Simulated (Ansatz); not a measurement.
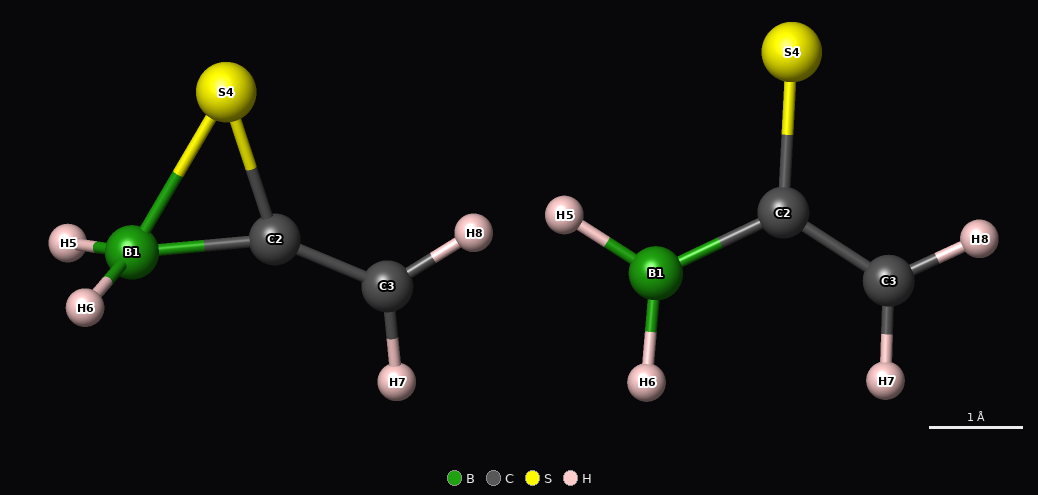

Two geometries of C₂H₄BS (charge −1), drawn at one scale. One is the start of a relaxation, the other its converged end. The picture is a ball-and-stick view, seen face on.

These are results of RKS BLYP-D4/def2-SVP (Ansatz), not measurements. (no spin polarisation; force threshold 0.015 eV/Å; at most 40 steps)

Which one is relaxed?

Answer. The left one is the relaxed one. The run prepares an end point of a later path (torsion) calculation, from a guessed geometry. H6 moves most after the best rigid fit: 1.42 Å. By element the largest moves are H 1.42 Å, S 0.84 Å, C 0.31 Å, B 0.25 Å. Near-neighbour distances that change, for instance: B1–S4 2.813 → 2.078 Å, B1–H5 1.177 → 1.234 Å, B1–H6 1.186 → 1.234 Å, C2–S4 1.743 → 1.788 Å. Among the angles between lasting bonds that change: B1–C2–S4 118.3° → 76.6°, B1–C2–C3 121.6° → 151.0°, C3–C2–S4 120.1° → 132.4°. Groups turn about B1–C2 by about 90°. Over 14 accepted moves (15 points after the start) the energy falls by 24.8 kcal/mol. Largest force component: 0.87 eV/Å at the start, 0.011 eV/Å at the end. The line search rejected the trial step at point 12 of the run. Cost: 39 s on 1 thread of Arm Neoverse V1 (shared host), peak memory 0.12 GiB.

Limits of the set-up: the basis has no diffuse functions, which an anion needs.
